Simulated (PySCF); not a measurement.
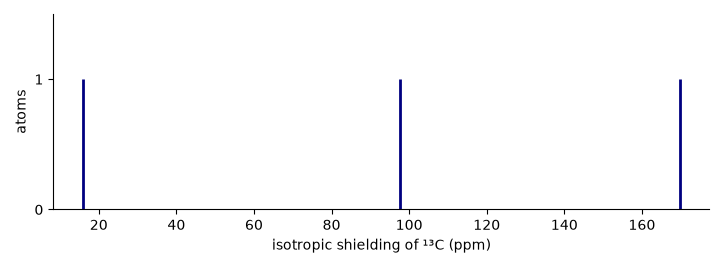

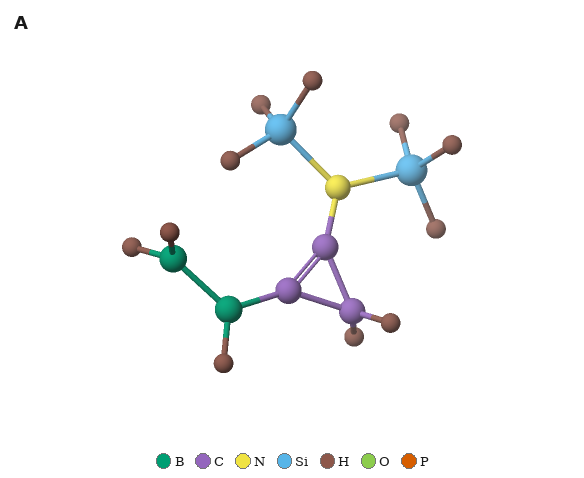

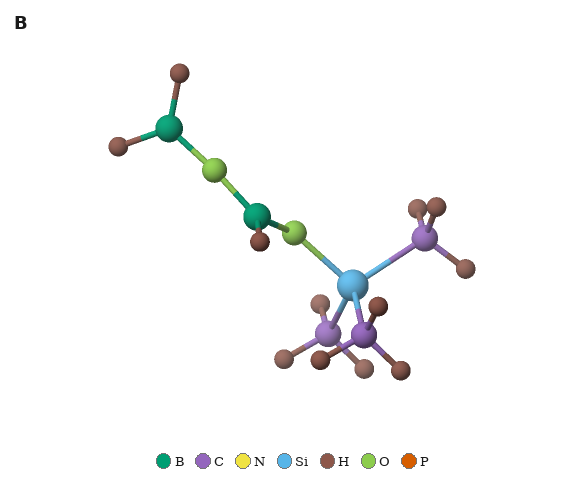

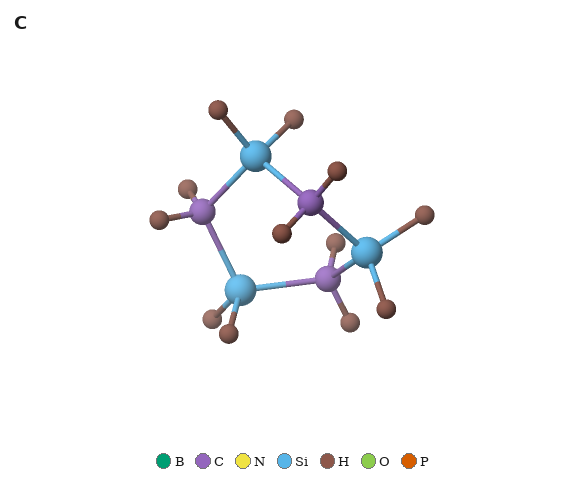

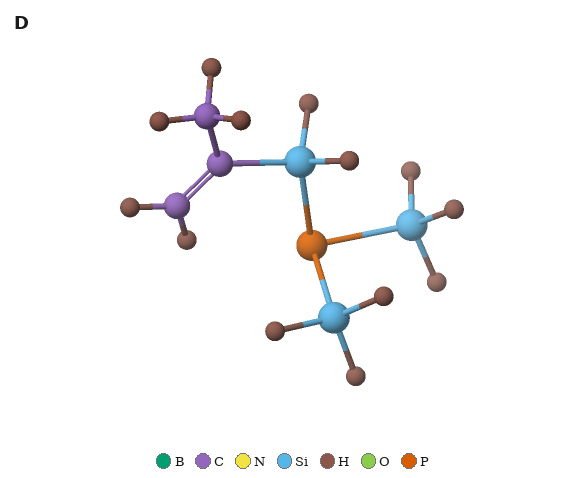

The sticks are computed shieldings of one of the molecules, for one fixed geometry (GFN2-xTB) without averaging over rotations. Low shielding means a high chemical shift. Method: GIAO PBE0/pcSseg-1 NMR shielding, non-relativistic, gas phase (PySCF 2.14.0).

**Which molecule gives this pattern?**

A, `BBC1=C(N([SiH3])[SiH3])C1`. Its 3 C atoms give lines at 15.9, 97.7, 169.7 ppm.

The geometry is semi-empirical. Around B, Si such bond lengths and angles can be off by a tenth of an ångström or more and by several degrees, and values that hang on the shape move with them.
